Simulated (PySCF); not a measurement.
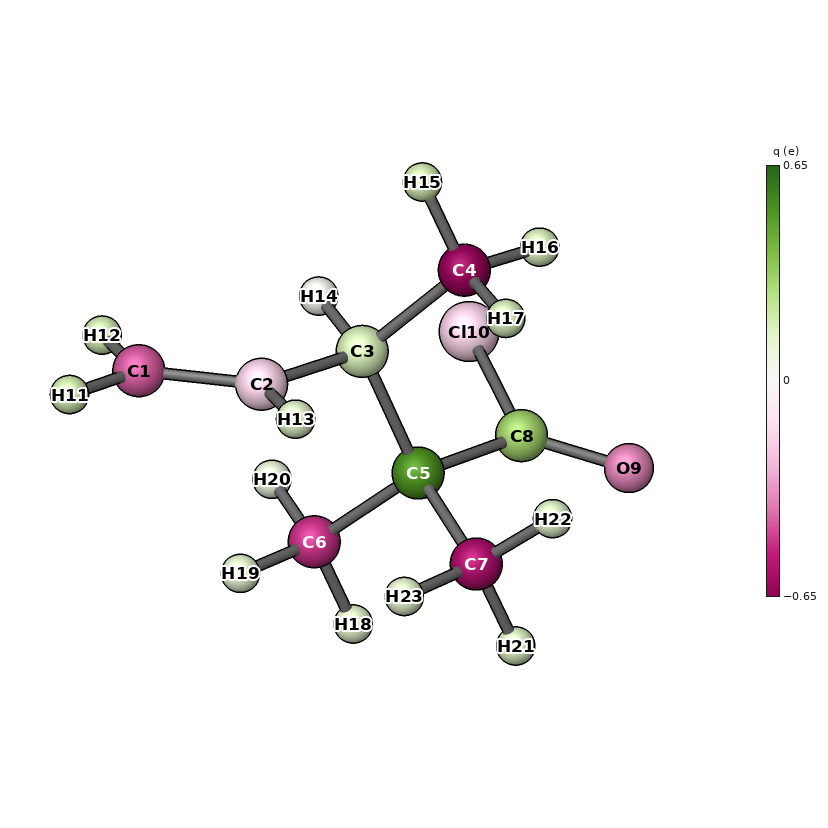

Atoms are coloured by their ESP-fitted charges. Computed geometry: GFN2-xTB optimisation. No frequency run is at hand to confirm it as a minimum. Level of theory: PBE0/pcSseg-1, gas phase (PySCF 2.14.0).

List the ESP-fitted charges.

```csv
atom,value (e)
C1,−0.42
C2,−0.16
C3,0.17
C4,−0.62
C5,0.51
C6,−0.48
C7,−0.57
C8,0.31
O9,−0.36
Cl10,−0.17
H11,0.18
H12,0.18
H13,0.14
H14,0.03
H15,0.17
H16,0.16
H17,0.16
H18,0.13
H19,0.13
H20,0.09
H21,0.15
H22,0.14
H23,0.13
```
